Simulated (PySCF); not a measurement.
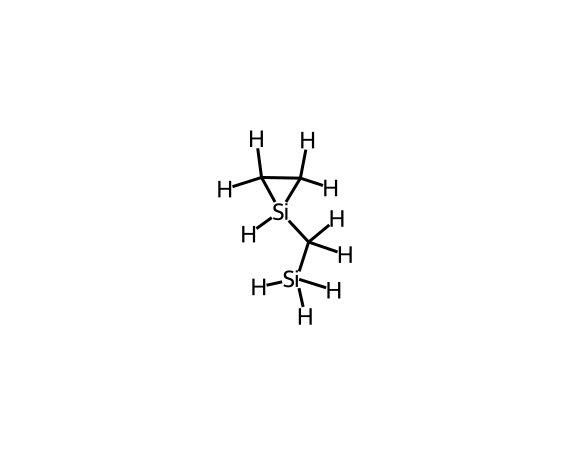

A structural formula.

Question: Write the SMILES.

Answer: [SiH3]C[SiH]1CC1

Question: Give the formula, hydrogens included.

Answer: C3H10Si2.

Question: An optimisation with GFN2-xTB gave a structure of which point group?

Answer: C1. Other conformers may differ.

More results for the same structure follow; atom numbers are the same in all pictures, views and colours differ. Computed geometry: GFN2-xTB optimisation. No frequency run is at hand to confirm it as a minimum.

**NMR shielding**

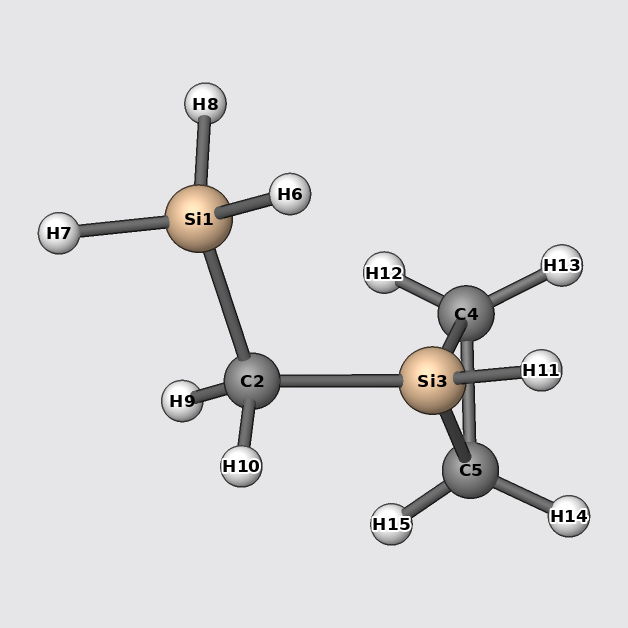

The questions are on isotropic NMR shieldings of the Si atoms. No frequency run is at hand to confirm it as a minimum. Method: GIAO PBE0/pcSseg-1 NMR shielding, non-relativistic, gas phase (PySCF 2.14.0).

List the isotropic NMR shieldings of the Si atoms.

```json
{"atom": "Si1", "σ (ppm)": "422.6"}
{"atom": "Si3", "σ (ppm)": "469.4"}
```

**Electronic properties**

No frequency run is at hand to confirm it as a minimum. Level of theory: PBE0/def2-SVPD, gas phase (PySCF 2.14.0). Excitations: vertical, linear response.

Question: Give the mean static polarisability at this level.

Answer: 91.1 bohr³.

Question: What is the HOMO–LUMO gap?

Answer: 6.93 eV.

Question: What is the HOMO energy (Kohn–Sham orbital)?

Answer: −6.63 eV.

Question: Give the dipole moment at this level.

Answer: 0.69 D.

**Charges**

The questions are on ESP-fitted charges. No frequency run is at hand to confirm it as a minimum. Method: PBE0/pcSseg-1, gas phase (PySCF 2.14.0).

Give the ESP-fitted charges atom by atom.

| atom | value (e) |
| --- | --- |
| Si1 | 0.46 |
| C2 | −0.51 |
| Si3 | 0.18 |
| C4 | −0.34 |
| C5 | −0.45 |
| H6 | −0.10 |
| H7 | −0.13 |
| H8 | −0.12 |
| H9 | 0.20 |
| H10 | 0.17 |
| H11 | 0.02 |
| H12 | 0.15 |
| H13 | 0.13 |
| H14 | 0.17 |
| H15 | 0.16 |

The geometry is semi-empirical. Around Si such bond lengths and angles can be off by a tenth of an ångström or more and by several degrees, and values that hang on the shape move with them.
